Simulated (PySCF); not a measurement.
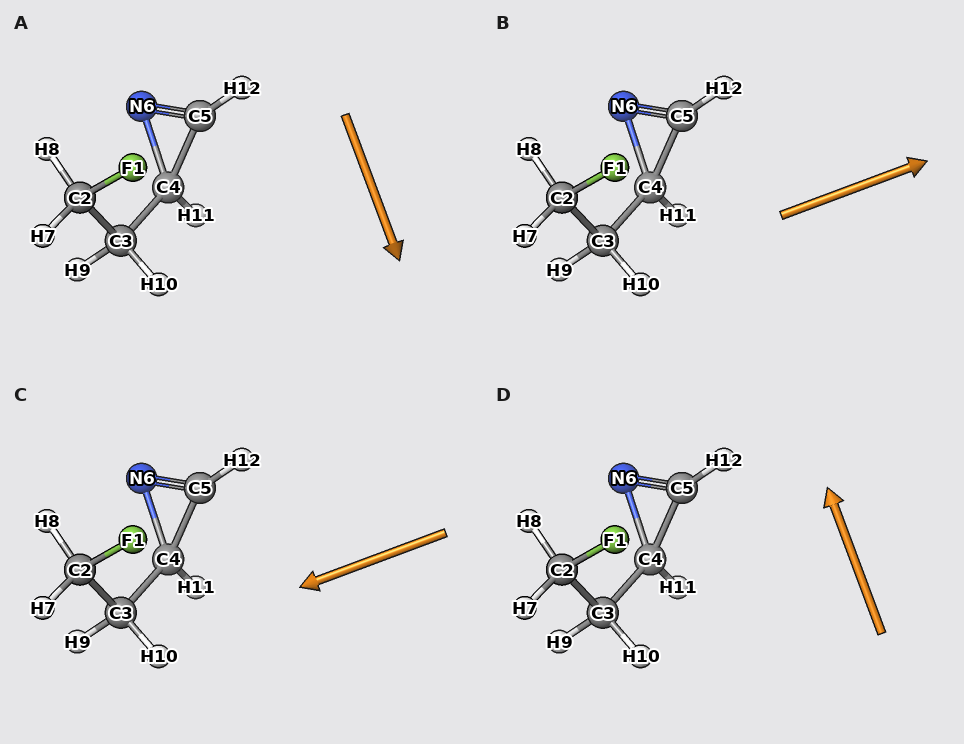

The same molecule four times, each with an arrow. The geometry was computed by an optimisation with GFN2-xTB. No frequency run is at hand to confirm it as a minimum. Method: ωB97X-D/def2-SVPD, gas phase (PySCF 2.14.0).

Question: Which arrow points along the dipole moment, from the negative to the positive end?

Answer: A. The dipole moment is 1.77 D; it points from the side of N6 to the side of H10 (the outermost atoms at the two ends).
